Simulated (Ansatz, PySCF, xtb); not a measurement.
Stretching the Al1–H2 bond in AlF2H (SMILES [F][AlH][F]) (multiplicity 1 held, fragments rigid). Energies count from the point at 1.553 Å.
Geometry at that point (charge 0, multiplicity 1):
```xyz
4

Al    -0.29736    -0.20001    -0.23453
H     -1.37592    -0.92547    -1.08523
F     -0.21998     1.44164    -0.18461
F      0.80237    -1.04991     0.64396
```

Unrestricted levels (U-) break spin symmetry where that is lower. Active spaces are followed from a long bond inwards. Left out are points that failed, MP2 points that dive below the minimum, coupled-cluster points behind a jump of the amplitudes or a sharp parting from full CI or MRCI, small-basis points behind a change of solution, and semi-empirical points at long bonds. Curves can end on different states.

Cores are frozen in the correlated methods. Rows in 6-31G* carry no dispersion term and start afresh at each structure (6-31G* with six Cartesian d functions).

Run with Ansatz (a first-principles code); PySCF for 6-31G* rows; xtb for the GFN methods.  The GFN methods have no spin term and hold the electronic entropy of 300 K.

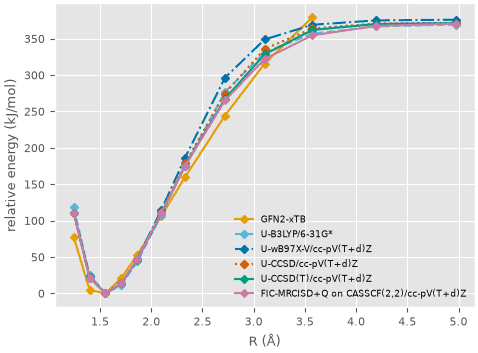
Fig. 1. Relative energy along the coordinate

Read off the GFN2-xTB curve at R = 1.243.

about 78 kJ/mol

Doubts at one or more of the structures used: a spin-contaminated determinant (U-B3LYP/6-31G*, U-wB97X-V/cc-pV(T+d)Z, U-CCSD/cc-pV(T+d)Z, U-CCSD(T)/cc-pV(T+d)Z); T1 above 0.05 (U-CCSD/cc-pV(T+d)Z, U-CCSD(T)/cc-pV(T+d)Z).
